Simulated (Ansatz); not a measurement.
GaSb, pressure series

Consider GaSb in the zinc blende structure (space group F-43m, No. 216; a = 6.132 Å).

Cell and atoms are relaxed at each pressure.

Level of theory: r2SCAN/PAW in Ansatz (a first-principles code), spin-orbit coupling left out.

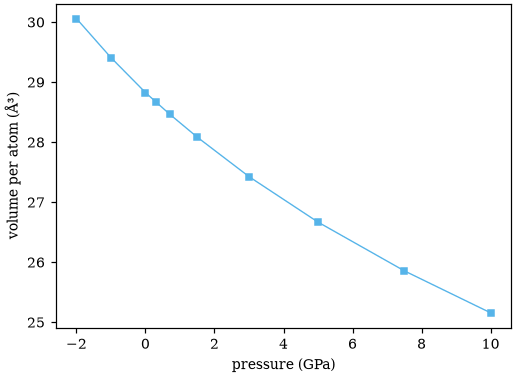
*Volume per atom against pressure*

**Question.** From the plot, what is the volume per atom for pressure 10 GPa?

**Answer.** About 25.2 Å³.

**Question.** Is the trend monotonic over the range shown?

**Answer.** Yes, it falls throughout, spanning 25.16 Å³ to 30.06 Å³.

Load acts through the strain it causes; cell and atoms are relaxed under it. Stability against distortions was not tested. Tetrahedral semiconductors of this kind turn to denser phases somewhere between about 1 and 50 GPa; those were not computed, so compressed cells here can lie past the real transition.
